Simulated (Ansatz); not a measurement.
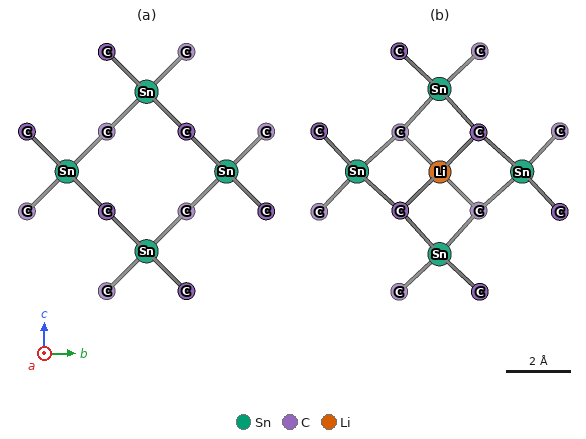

Left: perfect SnC. Right: the same region with one point defect, after relaxing the atoms in a supercell of 64 sites. A ball-and-stick model of the atoms within 5.4 Å of one point, in a slice 3.4 Å thick across the line of sight, seen along the a axis.

The calculation used DFT, PBEsol, PAW, plane waves (Ansatz 0.2.0). Settings: plane-wave cutoff 420 eV; k-point mesh 1 × 1 × 1; mesh shifted by (0.25, 0.25, 0.25); no spin polarisation. Fermi-Dirac smearing of 0.01 eV. A uniform background neutralises the charged cell. The axes drawn are those of the host's conventional cell.

Which defect is it?

Answer. An extra lithium atom is put between the host's atoms (an interstitial).

The charge state of the cell is +1.

How does the lattice respond?

Answer. The Li atom starts with 4 C at 2.18 Å, 6 Sn at 2.51 to 2.52 Å around its place and ends with 4 C at 2.13 to 2.17 Å. Of the host's atoms, a tin atom moves furthest from its site, by 0.09 Å.

Limits of the set-up: the cell is charged, on a uniform background, and energies carry no finite-size correction.
